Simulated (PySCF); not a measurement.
System: C4H13FSSi2.

| atom | x (Å) | y (Å) | z (Å) |
| --- | --- | --- | --- |
| C | -1.9162 | 1.3204 | -0.1075 |
| C | -1.0102 | 0.0977 | 0.0517 |
| C | -0.5536 | 0.0005 | 1.5117 |
| C | -1.7983 | -1.1635 | -0.3078 |
| Si | 0.5017 | 0.2756 | -1.0988 |
| F | 1.2711 | 1.6377 | -0.6731 |
| S | 1.8627 | -1.3633 | -0.8906 |
| Si | 3.5513 | -0.5082 | 0.1415 |
| H | -2.2786 | 1.4035 | -1.1299 |
| H | -1.3805 | 2.2342 | 0.1397 |
| H | -2.7782 | 1.2400 | 0.5537 |
| H | -1.4174 | -0.0836 | 2.1703 |
| H | 0.0736 | -0.8767 | 1.6618 |
| H | 0.0108 | 0.8851 | 1.8020 |
| H | -2.6490 | -1.2817 | 0.3622 |
| H | -1.1693 | -2.0471 | -0.2238 |
| H | -2.1721 | -1.1081 | -1.3280 |
| H | 0.2136 | 0.4645 | -2.5067 |
| H | 4.0506 | 0.6061 | -0.6494 |
| H | 4.4656 | -1.6360 | 0.1913 |
| H | 3.1136 | -0.0804 | 1.4645 |

Geometry: GFN2-xTB.

Computed with PySCF 2.14.0, PBE0/pcSseg-1, SCF density, in a water solvent model, non-relativistic.

Predict the electron density and electron localisation function between the atoms.

Answer. C–C (1.53 Å): ρ at the midpoint is about 1.6 e/Å³; the ELF peaks at about 0.95 between the atoms (a covalent bond).
C–Si (1.91 Å): the density is about 0.96 e/Å³ at the midpoint; the ELF peaks at about 0.95 between the atoms (a shared electron pair).
Si–S (2.14 Å): the density is about 0.84 e/Å³ at the midpoint; the ELF peaks at about 0.90 between the atoms: a shared electron pair.
C–H (1.09 Å): the density is about 2 e/Å³ at the midpoint; the ELF climbs to about 1 towards the hydrogen, as it does in any bond to H; a covalent bond by its length.

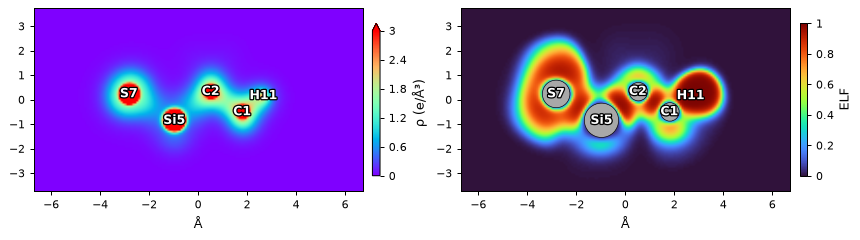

Computed electron density and electron localisation function on the plane of atoms C2, Si5 and S7, in this order. Grey discs cover the atomic cores in the ELF map. 
